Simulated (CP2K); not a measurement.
# AlSiPH6 (SMILES [AlH2][SiH2]P): GFN0-xTB

What is the energy difference between two shapes of AlSiPH6 at GFN0-xTB? 

The results are computed with CP2K 2026.2.

6 further runs of the same task are left out: 2 that didn't finish, 4 set aside as unsound or not needed.

### 1 The molecule

AlSiPH6 has 9 atoms, charge 0, and is taken as a singlet. As SMILES, `[AlH2][SiH2]P`. Geometry: a rough force-field guess. This is one conformer, not always the lowest.

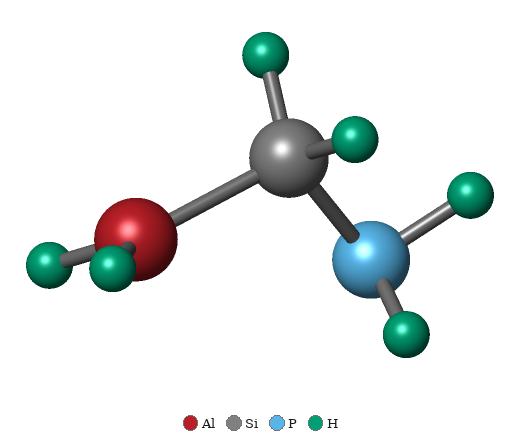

The structure, seen from a chosen angle (aluminium red, silicon grey, phosphorus blue, hydrogen teal).

### 2 Energy and gradient at GFN0-xTB

Input file molecule.pdb:

```
HETATM    1 Al   MOL A   1      -1.256   0.668  -1.240  1.00  0.00          AL
HETATM    2 Si   MOL A   1       0.702   0.198  -0.128  1.00  0.00          SI
HETATM    3 P    MOL A   1       0.392  -1.629   1.058  1.00  0.00           P
HETATM    4 H    MOL A   1      -1.858  -0.326  -2.282  1.00  0.00           H
HETATM    5 H    MOL A   1      -2.037   2.097  -0.997  1.00  0.00           H
HETATM    6 H    MOL A   1       1.068   1.332   0.759  1.00  0.00           H
HETATM    7 H    MOL A   1       1.806  -0.013  -1.105  1.00  0.00           H
HETATM    8 H    MOL A   1       1.688  -1.420   1.821  1.00  0.00           H
HETATM    9 H    MOL A   1      -0.416  -0.953   2.095  1.00  0.00           H
END
```

Input file run.inp:

```
&GLOBAL
  PROJECT_NAME run
  RUN_TYPE ENERGY_FORCE
  PRINT_LEVEL MEDIUM
&END GLOBAL

&FORCE_EVAL
  METHOD Quickstep
  &DFT
    CHARGE 0
    MULTIPLICITY 1
    &QS
      METHOD XTB
      EPS_DEFAULT 1.0E-10
      &XTB
        GFN_TYPE 0
        CHECK_ATOMIC_CHARGES F
      &END XTB
    &END QS
    &POISSON
      PERIODIC NONE
      POISSON_SOLVER ANALYTIC
    &END POISSON
    &SCF
      SCF_GUESS ATOMIC
      EPS_SCF 1.0E-07
      MAX_SCF 150
      ADDED_MOS 2
      &DIAGONALIZATION
        ALGORITHM STANDARD
      &END DIAGONALIZATION
      &MIXING
        METHOD DIRECT_P_MIXING
        ALPHA 0.4
      &END MIXING
      &SMEAR ON
        METHOD FERMI_DIRAC
        ELECTRONIC_TEMPERATURE [K] 300
      &END SMEAR
    &END SCF
    &PRINT
      &MOMENTS
        PERIODIC F
        REFERENCE COM
        MAX_MOMENT 1
      &END MOMENTS
      &MO ON
        ENERGIES T
        OCCUPATION_NUMBERS T
        NDIGITS 6
        &EACH
          QS_SCF 0
        &END EACH
        ADD_LAST NUMERIC
      &END MO
      &HIRSHFELD OFF
      &END HIRSHFELD
    &END PRINT
  &END DFT
  &SUBSYS
    &CELL
      ABC [angstrom] 11.8 11.7 12.4
      PERIODIC NONE
    &END CELL
    &TOPOLOGY
      COORD_FILE_NAME molecule.pdb
      COORD_FILE_FORMAT PDB
      CONN_FILE_FORMAT OFF
      &CENTER_COORDINATES
      &END CENTER_COORDINATES
    &END TOPOLOGY
  &END SUBSYS
  &PRINT
    &FORCES ON
    &END FORCES
  &END PRINT
&END FORCE_EVAL
```

On the command line:

```console
$ OMP_NUM_THREADS=1 cp2k.psmp -i run.inp -o run.out
```

Standard output:

```text
CP2K| version string:                                       CP2K version 2026.2
[...]
 GLOBAL| Method name                                                        CP2K
[...]
 GLOBAL| Run type                                                   ENERGY_FORCE
[...]
                             - Atoms:                                          9
[...]
                             - Spherical basis functions:                     39
[...]
 Number of electrons:                                                         18
[...]
  Fermi energy:                                                -0.30310552805819
[...]
 TB_DIPOLE| Moment [Debye]          0.58766791      -1.49088998       0.10474611
 TB_DIPOLE| Derivative [a.u.]       0.00000000       0.00000000       0.00000000
[...]
 ENERGY| Total FORCE_EVAL ( QS ) energy [hartree]             -8.945937051622797
 FORCES| Atomic forces [hartree/bohr]
 FORCES|   Atom     x               y               z               |f|
 FORCES|      1 -3.72500035E-03  1.15746334E-02  4.86872403E-04   1.21690102E-02
 FORCES|      2  3.57129699E-03  5.99924365E-03 -2.04341616E-03   7.27465712E-03
 FORCES|      3  1.68723051E-02  6.65795494E-03  3.28482076E-02   3.75234299E-02
 FORCES|      4 -7.96872654E-03  3.57431586E-03 -3.12501164E-03   9.27588456E-03
 FORCES|      5 -1.95989015E-03 -1.05745714E-02 -6.17631466E-03   1.24019995E-02
 FORCES|      6  5.40484373E-03 -5.19640090E-03 -2.36271382E-03   7.86112808E-03
 FORCES|      7 -5.72191585E-04  4.59117153E-04  9.44510076E-03   9.47354844E-03
 FORCES|      8 -2.59344547E-02 -3.82310147E-03 -1.24544096E-02   2.90228248E-02
 FORCES|      9  1.43118175E-02 -8.67119116E-03 -1.66183150E-02   2.35835974E-02
 FORCES| Sum     3.12250226E-17 -8.67361738E-18 -1.04083409E-17
 FORCES| Total atomic force                                       3.40377325E-17
[...]
```

It took 0.38 s on 1 thread of Arm Neoverse N1, shared host; peak memory 0.14 GiB.

### 3 The distorted shape at the same level

Input file molecule.pdb:

```
HETATM    1 Al   MOL A   1      -1.271   0.674  -1.244  1.00  0.00          AL
HETATM    2 Si   MOL A   1       0.707   0.192  -0.177  1.00  0.00          SI
HETATM    3 P    MOL A   1       0.397  -1.644   1.045  1.00  0.00           P
HETATM    4 H    MOL A   1      -1.859  -0.308  -2.311  1.00  0.00           H
HETATM    5 H    MOL A   1      -2.048   2.092  -1.017  1.00  0.00           H
HETATM    6 H    MOL A   1       1.082   1.302   0.782  1.00  0.00           H
HETATM    7 H    MOL A   1       1.853   0.002  -1.138  1.00  0.00           H
HETATM    8 H    MOL A   1       1.679  -1.417   1.827  1.00  0.00           H
HETATM    9 H    MOL A   1      -0.426  -0.960   2.101  1.00  0.00           H
END
```

Input file qs.inp:

```
&GLOBAL
  PROJECT qs
  RUN_TYPE ENERGY_FORCE
  PRINT_LEVEL MEDIUM
&END GLOBAL

&FORCE_EVAL
  METHOD QUICKSTEP
  &DFT
    &QS
      METHOD XTB
      EPS_DEFAULT 1.0E-10
      &XTB
        GFN_TYPE 0
        CHECK_ATOMIC_CHARGES F
      &END XTB
    &END QS
    &POISSON
      PERIODIC NONE
      POISSON_SOLVER ANALYTIC
    &END POISSON
    &SCF
      SCF_GUESS ATOMIC
      EPS_SCF 1.0E-07
      MAX_SCF 150
      ADDED_MOS 2
      &DIAGONALIZATION
        ALGORITHM STANDARD
      &END DIAGONALIZATION
      &MIXING
        METHOD DIRECT_P_MIXING
        ALPHA 0.4
      &END MIXING
      &SMEAR ON
        METHOD FERMI_DIRAC
        ELECTRONIC_TEMPERATURE [K] 300
      &END SMEAR
    &END SCF
    &PRINT
      &MOMENTS
        PERIODIC F
        REFERENCE COM
        MAX_MOMENT 1
      &END MOMENTS
      &MO ON
        ENERGIES T
        OCCUPATION_NUMBERS T
        NDIGITS 6
        &EACH
          QS_SCF 0
        &END EACH
        ADD_LAST NUMERIC
      &END MO
      &HIRSHFELD OFF
      &END HIRSHFELD
    &END PRINT
  &END DFT
  &SUBSYS
    &CELL
      ABC 11.9 11.7 12.4
      PERIODIC NONE
    &END CELL
    &TOPOLOGY
      COORD_FILE_NAME molecule.pdb
      COORD_FILE_FORMAT PDB
      CONN_FILE_FORMAT OFF
      &CENTER_COORDINATES
      &END CENTER_COORDINATES
    &END TOPOLOGY
  &END SUBSYS
  &PRINT
    &FORCES ON
    &END FORCES
  &END PRINT
&END FORCE_EVAL
```

On the command line:

```console
$ OMP_NUM_THREADS=1 cp2k.psmp -i qs.inp -o qs.out
```

Standard output:

```text
CP2K| version string:                                       CP2K version 2026.2
[...]
 GLOBAL| Method name                                                        CP2K
[...]
 GLOBAL| Run type                                                   ENERGY_FORCE
[...]
                             - Atoms:                                          9
[...]
                             - Spherical basis functions:                     39
[...]
 Number of electrons:                                                         18
[...]
  Fermi energy:                                                -0.30592217353759
[...]
 TB_DIPOLE| Moment [Debye]          0.43127585      -1.37962094      -0.20380023
 TB_DIPOLE| Derivative [a.u.]       0.00000000       0.00000000       0.00000000
[...]
 ENERGY| Total FORCE_EVAL ( QS ) energy [hartree]             -8.945042726516215
 FORCES| Atomic forces [hartree/bohr]
 FORCES|   Atom     x               y               z               |f|
 FORCES|      1 -3.27647746E-03  1.03521897E-02 -1.31399610E-03   1.09375373E-02
 FORCES|      2  7.94288964E-03  4.64484512E-03  4.70411663E-03   1.03340600E-02
 FORCES|      3  1.50143304E-02  1.29293298E-02  3.38768910E-02   3.92459097E-02
 FORCES|      4 -7.60375655E-03  3.97000628E-03 -2.22827826E-03   8.86246509E-03
 FORCES|      5 -2.18649341E-03 -9.79129598E-03 -5.52869135E-03   1.14549840E-02
 FORCES|      6  3.77857338E-03 -8.41767552E-03 -6.82959647E-03   1.14794715E-02
 FORCES|      7 -4.71546591E-03  7.23124653E-04  1.19389542E-02   1.28567942E-02
 FORCES|      8 -2.53180154E-02 -4.19261461E-03 -1.36763152E-02   2.90795722E-02
 FORCES|      9  1.63644153E-02 -1.02179095E-02 -2.09430845E-02   2.84747704E-02
 FORCES| Sum     7.63278329E-17 -1.19695920E-16  1.38777878E-17
 FORCES| Total atomic force                                       1.42638159E-16
[...]
```

It took 0.38 s on 1 thread of Arm Neoverse N1, shared host; peak memory 0.14 GiB.

### 4 Summary of results

Level: GFN0-xTB.

```
                                                  quantity         value
                                 first shape: total energy   -8.94594 Eh
    first shape: dipole moment (from atomic charges alone)        1.61 D
                                  first shape: HOMO energy     -10.28 eV
                                  first shape: LUMO energy      -7.35 eV
                                first shape: HOMO–LUMO gap       2.93 eV
                            first shape: dispersion energy  -7.22 kJ/mol
                     first shape: largest force on an atom    1.930 eV/Å
                             distorted shape: total energy   -8.94504 Eh
distorted shape: dipole moment (from atomic charges alone)        1.46 D
                              distorted shape: HOMO energy     -10.29 eV
                              distorted shape: LUMO energy      -7.43 eV
                            distorted shape: HOMO–LUMO gap       2.87 eV
                        distorted shape: dispersion energy  -7.16 kJ/mol
                 distorted shape: largest force on an atom    2.018 eV/Å
                    energy change with the atoms displaced      0.024 eV
```

With the atoms displaced the energy rises by 0.02 eV (0.6 kcal/mol). The first shape isn't relaxed at this level, so the change isn't measured from a minimum. The largest force (first shape) is 1.93 eV/Å: the shape isn't a stationary point for this species at this level. The dipole (first shape) comes from point charges on the atoms alone, without atomic dipoles, so it is partial. The dipole (distorted shape) comes from point charges on the atoms alone, without atomic dipoles, so it is partial.
